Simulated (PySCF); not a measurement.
# CH4BClO: NMR shifts at several levels of theory, part 2 of 2

PySCF 2.14.0. Atoms count from 0. The steps go on from the part before.

**9. NMR shieldings: KT3/pcSseg-2**

What the job is given:

```
{"job": {"kind": "nmr", "xc": "KT3", "basis": "pcSseg-2", "pop": false}, "charge": 0, "multiplicity": 1}
C     -0.509039     0.383256     0.821417
B      0.949240     0.962109     0.832593
O      2.065200     0.257046     0.565215
Cl     1.207372     2.669932     1.237504
H     -1.162702     0.998086     0.183205
H     -0.573734    -0.662644     0.483608
H     -0.933729     0.441986     1.837272
H      1.877586    -0.661071     0.344244
```

With the program's defaults for keys left out, this is: GIAO KT3/pcSseg-2 NMR shielding, non-relativistic, gas phase.

Output:

```text
coarse grid: 7368 points
cycle   1  E = -605.9951814278  dE =  3.332e-01  |g| = 8.602e-01  |ddm| = 1.769e+00
cycle   2  E = -605.5706793819  dE =  4.245e-01  |g| = 1.647e+00  |ddm| = 1.588e+00
cycle   3  E = -606.1244729521  dE = -5.538e-01  |g| = 2.657e-01  |ddm| = 1.231e+00
cycle   4  E = -606.1407481694  dE = -1.628e-02  |g| = 5.829e-02  |ddm| = 2.217e-01
cycle   5  E = -606.1414841466  dE = -7.360e-04  |g| = 1.652e-02  |ddm| = 4.238e-02
cycle   6  E = -606.1415477567  dE = -6.361e-05  |g| = 4.775e-03  |ddm| = 1.618e-02
cycle   7  E = -606.1415528732  dE = -5.116e-06  |g| = 1.239e-03  |ddm| = 4.128e-03
final grid: 66864 points
cycle   8  E = -606.1508310660  dE = -2.855e-04  |g| = 2.238e-02  |ddm| = 7.065e-02
cycle   9  E = -606.1507409252  dE =  9.014e-05  |g| = 2.706e-02  |ddm| = 3.043e-02
cycle  10  E = -606.1508722398  dE = -1.313e-04  |g| = 8.669e-03  |ddm| = 2.290e-02
cycle  11  E = -606.1508866833  dE = -1.444e-05  |g| = 1.646e-03  |ddm| = 4.907e-03
cycle  12  E = -606.1508873259  dE = -6.426e-07  |g| = 3.658e-04  |ddm| = 1.540e-03
cycle  13  E = -606.1508873601  dE = -3.420e-08  |g| = 5.820e-05  |ddm| = 3.460e-04
cycle  14  E = -606.1508873609  dE = -8.496e-10  |g| = 1.334e-05  |ddm| = 5.910e-05
converged SCF energy = -606.1508873609

GIAO shielding tensors (ppm)
atom      isotropic    diamagn.    paramagn.     s11        s22        s33       span
  0 C      174.000     247.181     -73.181    162.622    165.205    194.173     31.552
  1 B       56.509     193.221    -136.712     29.209     58.550     81.769     52.560
  2 O      145.312     385.372    -240.060     -0.259    193.131    243.066    243.325
  3 Cl     808.907    1148.447    -339.540    577.306    887.889    961.527    384.220
  4 H       30.426      30.820      -0.394     26.565     29.539     35.173      8.608
  5 H       31.228      33.126      -1.898     27.318     29.182     37.183      9.866
  6 H       30.449      29.022       1.427     26.864     29.230     35.252      8.388
  7 H       26.394      33.301      -6.908     21.783     23.886     33.511     11.728
```

It took 22 s on 1 thread of Arm Neoverse V2, shared host; peak memory 0.79 GiB.

Key values: δ C0 7.3, B1 42.1, O2 178.5, Cl3 129, H7 4.96, H4 0.65 ppm (means over like atoms).

**10. NMR shieldings: B97-D/pcSseg-2**

Settings changed since step 9:

```diff
@@ -1,2 +1,2 @@
-{"job": {"kind": "nmr", "xc": "KT3", "basis": "pcSseg-2", "pop": false}, "charge": 0, "multiplicity": 1}
+{"job": {"kind": "nmr", "xc": "B97-D", "basis": "pcSseg-2", "pop": false}, "charge": 0, "multiplicity": 1}
 C     -0.509039     0.383256     0.821417
```

With the program's defaults for keys left out, this is: GIAO B97-D/pcSseg-2 NMR shielding, non-relativistic, gas phase.

Output:

```text
coarse grid: 7368 points
cycle   1  E = -600.7740111821  dE =  3.198e-01  |g| = 8.606e-01  |ddm| = 1.838e+00
cycle   2  E = -600.3507247503  dE =  4.233e-01  |g| = 1.668e+00  |ddm| = 1.468e+00
cycle   3  E = -600.9014131373  dE = -5.507e-01  |g| = 2.677e-01  |ddm| = 1.128e+00
cycle   4  E = -600.9177471217  dE = -1.633e-02  |g| = 5.912e-02  |ddm| = 2.106e-01
cycle   5  E = -600.9184464662  dE = -6.993e-04  |g| = 1.663e-02  |ddm| = 3.900e-02
cycle   6  E = -600.9185099976  dE = -6.353e-05  |g| = 5.663e-03  |ddm| = 1.641e-02
cycle   7  E = -600.9185166648  dE = -6.667e-06  |g| = 1.148e-03  |ddm| = 4.161e-03
final grid: 66864 points
cycle   8  E = -600.9105203036  dE = -1.289e-04  |g| = 1.071e-02  |ddm| = 4.133e-02
cycle   9  E = -600.9105113185  dE =  8.985e-06  |g| = 1.062e-02  |ddm| = 1.403e-02
cycle  10  E = -600.9105313266  dE = -2.001e-05  |g| = 2.429e-03  |ddm| = 9.702e-03
cycle  11  E = -600.9105328500  dE = -1.523e-06  |g| = 6.084e-04  |ddm| = 2.091e-03
cycle  12  E = -600.9105329379  dE = -8.789e-08  |g| = 1.300e-04  |ddm| = 5.275e-04
cycle  13  E = -600.9105329405  dE = -2.588e-09  |g| = 5.889e-05  |ddm| = 9.028e-05
cycle  14  E = -600.9105329411  dE = -6.231e-10  |g| = 1.080e-05  |ddm| = 3.632e-05
converged SCF energy = -600.9105329411

GIAO shielding tensors (ppm)
atom      isotropic    diamagn.    paramagn.     s11        s22        s33       span
  0 C      171.922     248.055     -76.132    160.793    162.920    192.054     31.261
  1 B       52.940     192.592    -139.653     24.906     54.709     79.204     54.298
  2 O      146.502     386.469    -239.967      2.331    190.703    246.471    244.140
  3 Cl     795.365    1147.931    -352.566    555.052    881.739    949.305    394.253
  4 H       30.452      30.739      -0.287     26.636     29.640     35.079      8.443
  5 H       31.270      32.924      -1.654     27.419     29.294     37.098      9.679
  6 H       30.477      29.210       1.267     26.935     29.328     35.169      8.235
  7 H       26.416      33.205      -6.789     21.715     24.002     33.532     11.817
```

Wall time 23 s (1 thread of Arm Neoverse V2, shared host); peak memory 0.79 GiB.

In short: δ C0 7.1, B1 43.4, O2 178.7, Cl3 131, H7 4.98, H4 0.66 ppm (means over like atoms).

**11. Nuclear shieldings: B3LYP/pcSseg-2**

Settings changed since step 10:

```diff
@@ -1,2 +1,2 @@
-{"job": {"kind": "nmr", "xc": "B97-D", "basis": "pcSseg-2", "pop": false}, "charge": 0, "multiplicity": 1}
+{"job": {"kind": "nmr", "xc": "B3LYP", "basis": "pcSseg-2", "pop": false}, "charge": 0, "multiplicity": 1}
 C     -0.509039     0.383256     0.821417
```

Method: GIAO B3LYP/pcSseg-2 NMR shielding, non-relativistic, gas phase.

Output:

```text
coarse grid: 7368 points
cycle   1  E = -600.8934275639  dE =  3.430e-01  |g| = 7.564e-01  |ddm| = 1.798e+00
cycle   2  E = -600.7269796696  dE =  1.664e-01  |g| = 1.214e+00  |ddm| = 9.858e-01
cycle   3  E = -600.9966684589  dE = -2.697e-01  |g| = 1.525e-01  |ddm| = 6.476e-01
cycle   4  E = -601.0016516945  dE = -4.983e-03  |g| = 3.572e-02  |ddm| = 1.120e-01
cycle   5  E = -601.0019065435  dE = -2.548e-04  |g| = 6.926e-03  |ddm| = 2.183e-02
cycle   6  E = -601.0019171391  dE = -1.060e-05  |g| = 2.701e-03  |ddm| = 7.212e-03
cycle   7  E = -601.0019184908  dE = -1.352e-06  |g| = 4.489e-04  |ddm| = 1.934e-03
final grid: 66864 points
cycle   8  E = -601.0038875056  dE = -6.822e-05  |g| = 4.755e-03  |ddm| = 2.618e-02
cycle   9  E = -601.0038850210  dE =  2.485e-06  |g| = 5.712e-03  |ddm| = 5.734e-03
cycle  10  E = -601.0038924408  dE = -7.420e-06  |g| = 5.169e-04  |ddm| = 3.296e-03
cycle  11  E = -601.0038924615  dE = -2.065e-08  |g| = 3.952e-04  |ddm| = 4.721e-04
cycle  12  E = -601.0038924905  dE = -2.904e-08  |g| = 5.018e-05  |ddm| = 1.997e-04
cycle  13  E = -601.0038924910  dE = -4.393e-10  |g| = 2.044e-05  |ddm| = 4.810e-05
converged SCF energy = -601.0038924910

GIAO shielding tensors (ppm)
atom      isotropic    diamagn.    paramagn.     s11        s22        s33       span
  0 C      171.795     245.513     -73.718    160.586    162.265    192.534     31.948
  1 B       49.233     191.472    -142.239     17.685     50.464     79.550     61.866
  2 O      143.837     385.656    -241.819     -5.461    189.100    247.873    253.334
  3 Cl     793.456    1147.274    -353.818    544.860    878.836    956.673    411.813
  4 H       30.430      30.555      -0.125     26.539     29.569     35.183      8.644
  5 H       31.250      32.561      -1.312     27.306     29.241     37.201      9.895
  6 H       30.463      29.333       1.130     26.843     29.259     35.286      8.443
  7 H       26.370      32.876      -6.506     21.435     23.920     33.755     12.320
```

Wall time 19 s (1 thread of Arm Neoverse V2, shared host); peak memory 0.89 GiB.

This run: δ C0 7.4, B1 47.2, O2 182.0, Cl3 134, H7 5.02, H4 0.67 ppm (means over like atoms).

**12. Run by run: NMR shifts**

Shifts (ppm), means over like atoms, with basis size and wall time:

```
           run   C0    H7    H4    B1     O2  Cl3  functions   time
   HF/pcSseg-2  7.6  4.80  0.67  45.5  144.4   77        207  8.7 s
  LDA/pcSseg-2  7.1  5.42  0.67  47.0  207.5  191        207   14 s
  PBE/pcSseg-2  7.5  5.18  0.67  45.2  195.2  157        207   20 s
 BLYP/pcSseg-2  7.3  5.08  0.68  46.5  191.8  147        207   19 s
 BP86/pcSseg-2  7.6  5.14  0.67  45.0  192.0  153        207   19 s
 OPBE/pcSseg-2  7.8  5.18  0.66  42.2  184.7  144        207   22 s
  KT2/pcSseg-2  7.3  5.02  0.64  42.5  186.8  145        207   19 s
  KT3/pcSseg-2  7.3  4.96  0.65  42.1  178.5  129        207   22 s
B97-D/pcSseg-2  7.1  4.98  0.66  43.4  178.7  131        207   23 s
B3LYP/pcSseg-2  7.4  5.02  0.67  47.2  182.0  134        207   19 s
```

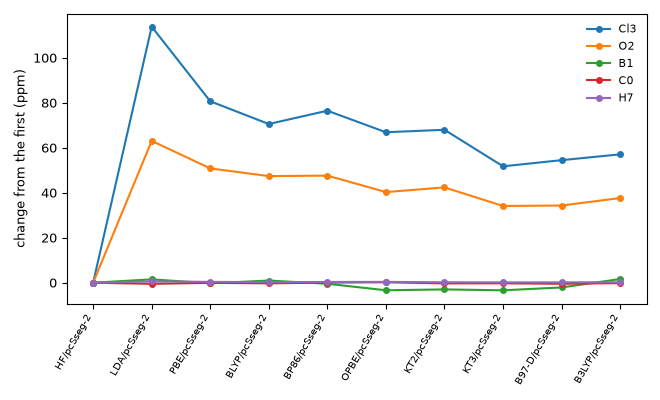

How five of the tabulated atoms move from run to run.

**13. What came out**

This closing draws on all 2 parts.

```
                                                            quantity           value
                                13C shifts against TMS (HF/pcSseg-2)         7.6 ppm
1H shifts against TMS (HF/pcSseg-2, means over atoms taken as alike)  4.80, 0.67 ppm
                           11B shifts against BF3·OEt2 (HF/pcSseg-2)        45.5 ppm
                                17O shifts against H2O (HF/pcSseg-2)       144.4 ppm
                               35Cl shifts against HCl (HF/pcSseg-2)          77 ppm
                                           range of the shift of Cl3   77 to 191 ppm
```

In words: Single values in the summary come from the first run of each kind that ended normally (HF/pcSseg-2), which need not be the best level. At HF/pcSseg-2: Shielding is most anisotropic at Cl3 (span 366 ppm, paramagnetic term -279 ppm). Across the 10 runs the shift of Cl3 moves most, between 77 (HF/pcSseg-2) and 191 ppm (LDA/pcSseg-2).
